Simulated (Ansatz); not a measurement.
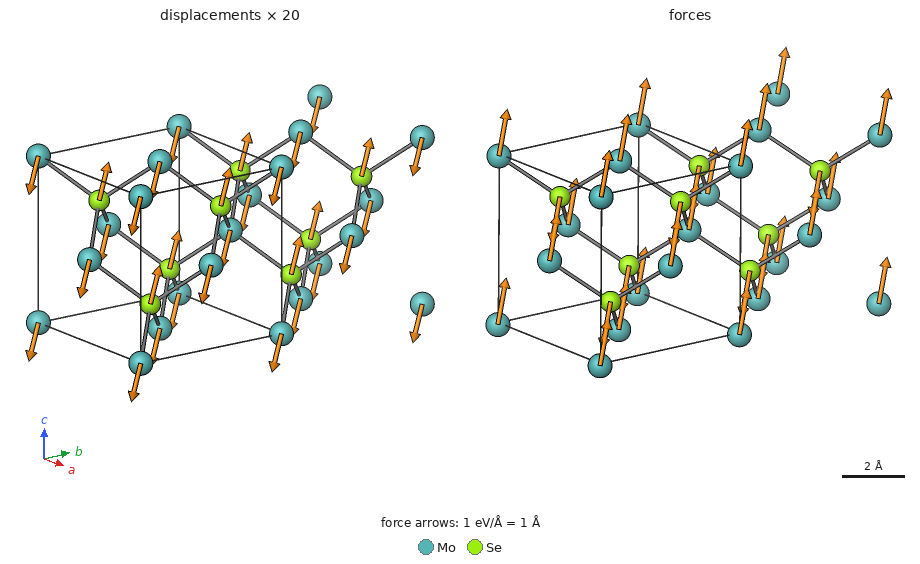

Left: crystalline MoSe (built on the zincblende type), with orange arrows for the displacements applied to it (without the part that the change of the cell carries along). Right: the displaced structure with the computed forces. Besides, the cell is strained by +1.5 % roughly along [−1 1 3], −0.3 % roughly along a, −1.4 % roughly along [0 2 −1] (volume −0.2 %). The picture is a ball-and-stick view of the conventional cell (4 times the calculation's cell), repeated 1 × 2 × 1 with one cell outlined, seen from a free direction. Lengths and directions refer to the drawn axes.

Method: DFT r2SCAN, scalar-relativistic, plane waves, PAW (Ansatz 0.2.0). Set-up: plane-wave cutoff 500 eV; k-point mesh 10 × 10 × 10; occupations gaussian; smearing width 0.05 eV; collinear spin.

**Describe the distortion and the response.**

Atoms are displaced by 0.07 Å relative to the cell: Mo 0.07 Å roughly along [0 −1 −2], Se 0.07 Å roughly along [0 1 2]. No relaxation follows. Some distances before and after: Mo–Se 2.453 → 2.376 to 2.588 Å. The space group (tolerance 0.01 Å) goes from F-43m (No. 216) to P1 (No. 1). Energy change: +58.5 meV per atom. Pressure: −0.1 GPa before, 1.1 GPa after. The principal stresses (compression positive) are 8.4 GPa roughly along [1 1 0], 2.1 GPa roughly along [−1 1 −3], −7.2 GPa along [3 −3 −2]. The largest forces, 1.6 eV/Å, act on Mo and Se; on the Se atom it points roughly along [1 −1 −3]. The forces point straight back along the displacements (cosine −1.00). The absolute magnetisation per cell goes from 1.38 to 1.37 μB (net moment 1.28 and 1.27 μB).
